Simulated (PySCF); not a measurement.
C7H10N2S (SMILES CSc1ccnn1C1CC1)

```csv
atom,x (Å),y (Å),z (Å)
C,3.3765,-0.7335,-0.5320
S,1.6438,-1.2608,-0.6224
C,0.8525,0.1801,-0.0182
C,1.3500,1.4054,0.3876
C,0.2133,2.1269,0.7649
N,-0.8836,1.4130,0.6037
N,-0.4908,0.2323,0.1287
C,-1.4265,-0.7932,-0.1708
C,-2.7639,-0.4032,-0.7268
C,-2.6569,-0.9113,0.6780
H,3.6157,-0.4499,0.4883
H,3.9704,-1.5919,-0.8297
H,3.5417,0.0927,-1.2171
H,2.3676,1.7343,0.4078
H,0.1582,3.1283,1.1429
H,-0.9363,-1.6884,-0.5315
H,-2.9428,0.6523,-0.8560
H,-3.2062,-1.0336,-1.4821
H,-2.7638,-0.1899,1.4724
H,-3.0241,-1.8988,0.9095
```

Geometry: GFN2-xTB.

The calculation used PySCF, PBE0/pcSseg-1, SCF density, gas phase, non-relativistic.

Q: Predict the electron density and electron localisation function between the atoms.

A: C–N (1.32 Å): ρ is about 2.6 e/Å³ halfway; the ELF peaks at about 0.90 between the atoms, as expected for localised, covalent bonding.
N–N (1.33 Å): ρ at the midpoint is about 2.6 e/Å³; the ELF peaks at about 0.90 between the atoms: a covalent bond.
C–C (1.38 Å): ρ at the midpoint is about 2.1 e/Å³; the ELF peaks at about 0.95 between the atoms: localised, covalent bonding.
C–S (1.75 Å): ρ at the midpoint is about 1.4 e/Å³; the ELF peaks at about 0.95 between the atoms; a covalent bond.

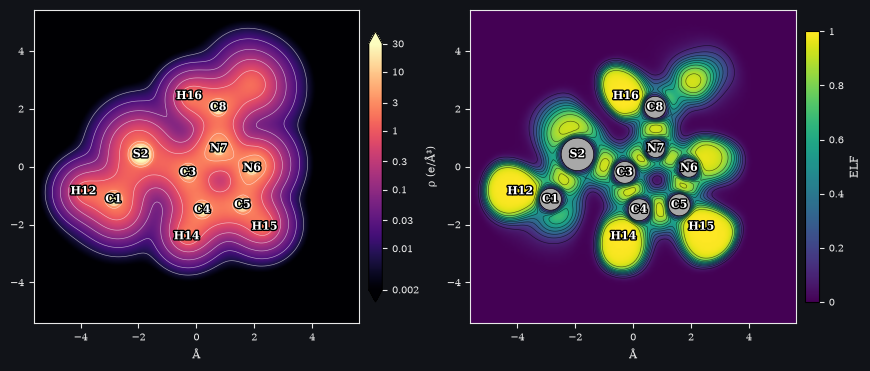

Computed electron density and electron localisation function on the plane of atoms C4, C3 and N7, in this order. Grey discs cover the atomic cores in the ELF map. 
